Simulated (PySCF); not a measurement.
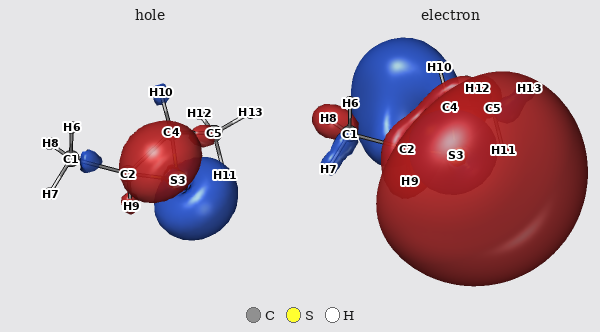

Figure. C₄H₈S, SMILES `C[CH]1S[CH]1C`. Leading natural transition orbital pair of S₃ (TDA singlet states); the surfaces enclose about 70 % of each orbital's density.

PySCF calculation, B3LYP/6-31+G*, gas phase; geometry: GFN2-xTB. No frequency check shows the geometry to be a minimum. GFN2-xTB bond lengths at metals and heavier atoms can be off by up to 0.1 Å and shapes distorted, which carries into these values.

The calculation's input:

```python
import numpy as np
from pyscf import gto, scf, dft, tdscf
from pyscf.scf import atom_ks, atom_hf
from scipy.linalg import block_diag

def solve(mol, dm0=None, hcore=None):
    mf = (dft.UKS if mol.spin else dft.RKS)(mol, xc='b3lyp')
    mf.grids.level = 3
    mf = mf.density_fit(auxbasis='def2-universal-jkfit')
    mf.conv_tol, mf.max_cycle = 1e-8, 80
    if hcore is not None:
        mf.get_hcore = lambda *args: hcore
    mf.kernel(dm0)
    if not mf.converged:
        mf = mf.newton().run(mf.mo_coeff, mf.mo_occ, max_cycle=30)
    assert mf.converged, 'SCF not converged'
    return mf

mol = gto.M(atom='''
C     -1.94146    -0.79127    -0.09763
C     -0.60061    -0.36909     0.43548
S      0.00091     1.28499     0.00001
C      0.59990    -0.36946    -0.43545
C      1.94044    -0.79269     0.09760
H     -2.05836    -0.47262    -1.13104
H     -2.74283    -0.35236     0.49303
H     -2.03019    -1.87637    -0.05061
H     -0.43665    -0.60851     1.48221
H      0.43577    -0.60860    -1.48221
H      2.05758    -0.47428     1.13105
H      2.02839    -1.87785     0.05041
H      2.74214    -0.35427    -0.49300
''', basis='6-31+g*', charge=0, spin=0, verbose=4)
mf = solve(mol)
td = mf.TDA()
td.nstates, td.singlet, td.conv_tol = 6, True, 1e-5
td.kernel()
td.analyze()
x, y = np.array([p[0] for p in td.xy]), np.array([p[1] + 0 * p[0] for p in td.xy])
f, mu = td.oscillator_strength(), td.transition_dipole()
nto = [td.get_nto(state=i + 1, verbose=4) for i in range(len(td.e))]
# spherically averaged free atoms, for the promolecule
atm = atom_ks.get_atm_nrks(mol, xc='b3lyp')
pro = block_diag(*[(atm[a[0]][2] * atm[a[0]][3]) @ atm[a[0]][2].T for a in mol._atom])
np.savez('result.npz', e=td.e, f=f, ok=td.converged, w=[n[0] for n in nto], nto=[n[1] for n in nto], x=x, y=y, c=mf.mo_coeff, occ=mf.mo_occ, eps=mf.mo_energy, pro=pro, mu=mu)
```

Command:

```sh
OMP_NUM_THREADS=1 python input.py
```

The run took 2.3 min on 1 thread of Intel(R) Xeon(R) Platinum 8488C (Sapphire Rapids), on a shared host, peak memory 0.64 GiB.

Where does the state lie, and where do hole and electron sit?

5.98 eV (207 nm), f = 0.029, diffuse (Rydberg-like) orbital; the leading pair carries 100 %; hole on S3 (82 %), electron on S3 (64 %) and C2 and C4 (9 % each) (atom shares of so diffuse an orbital are rough); their centroids lie 0.7 Å apart; S₄ lies within 0.1 eV of it. In canonical orbitals it is mainly HOMO → LUMO+3 (98 %). The HOMO–LUMO gap is 6.06 eV.
